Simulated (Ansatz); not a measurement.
SnTe: response to strain

Base system: SnTe in the rock salt structure (space group Fm-3m, No. 225).

Space group Fm-3m (No. 225); a = b = c = 6.409 Å, α = β = γ = 90.00°

```csv
atom,site,symmetry,x,y,z
Sn,4a,m-3m,0.0000,0.0000,0.0000
Te,4b,m-3m,0.5000,0.5000,0.5000
```
(The calculation used a cell of 2 atoms; values per cell refer to that cell.)

Strains are applied to the cell and any free atomic positions relax.

Calculations: PBE (Ansatz, a program for electronic structure, PAW, no SOC).

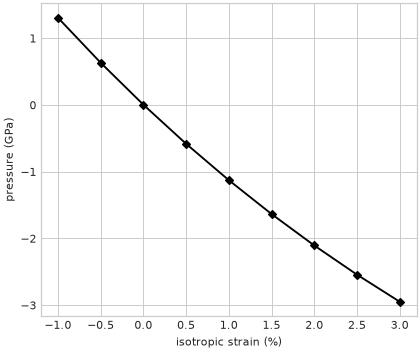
Figure: Pressure against isotropic strain

```tsv
isotropic strain (%)	pressure
-1	1.3 GPa
-0.5	0.6 GPa
0.5	-0.58 GPa
1	-1.13 GPa
1.5	-1.63 GPa
2	-2.11 GPa
2.5	-2.54 GPa
3	-2.95 GPa
```

No phonon test of stability was made. The final runs are not spin-polarised.
